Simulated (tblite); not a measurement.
Geometry relaxation, with input and output: C2H8Br2OSi3 (part 3 of 3)

C2H8Br2OSi3, SMILES Br[Si]1(Br)CC[SiH2][SiH2]O1; GFN2-xTB geometry optimisation, gas phase (tblite 0.8.0). It belongs to a series of runs on one base structure; here: SiH2 inserted into a Si-O bond.

Geometry of the input (Å):
```
Br -0.6083  1.4248  2.5600
Si -0.8255  1.5200  0.3166
Br -2.2599  3.1134  -0.3498
C  -1.3324  -0.0934  -0.4351
C  -0.8041  -1.1949  0.4942
Si 1.0039  -1.3455  0.0896
Si 1.7035  0.6083  -0.6832
O  0.7030  1.9242  -0.3092
H  -0.8549  -0.1593  -1.4169
H  -2.4380  -0.2005  -0.4746
H  -1.3483  -2.1512  0.3644
H  -0.8600  -0.7947  1.5247
H  1.7304  -1.6326  1.3570
H  1.2936  -2.4613  -0.8385
H  1.8628  0.5972  -2.1436
H  3.0266  0.8545  -0.0669
```

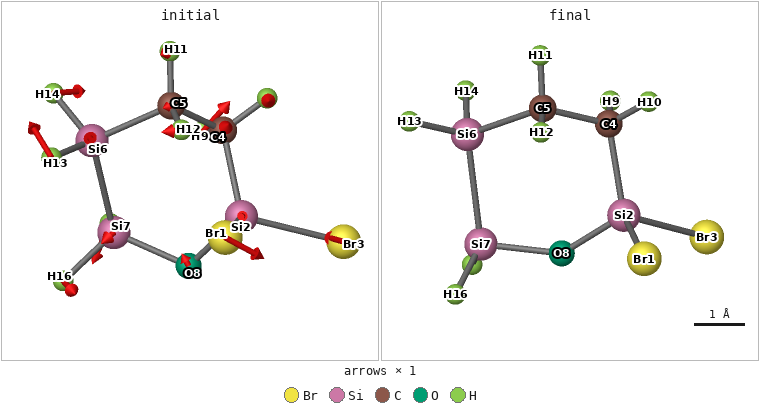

Figure 1. Before (left) and after (right) the relaxation, at one scale (ball-and-stick view, seen at a tilt). The red arrows give the displacements, at true length. Over 139 geometry steps the energy falls by 100.5 kJ/mol. The largest force component goes from 2.1 to 0.009 eV/Å. The atom that moves furthest after the best rigid fit is H13 (1.12 Å). Largest moves by element: H 1.12 Å, Br 1.00 Å, C 0.44 Å, Si 0.40 Å, O 0.29 Å. Among the contacts that change: Si2–O8 1.700 → 1.600 Å, Si6–Si7 2.214 → 2.314 Å, C5–Si6 1.859 → 1.922 Å, Br1–Si2 2.256 → 2.211 Å. Among the angles that change: Si2–O8–Si7 115.3° → 139.7°, Si6–Si7–O8 114.9° → 101.7°, Si6–Si7–H16 106.5° → 118.5°. (Atoms are counted from 1 in the order of the input.)
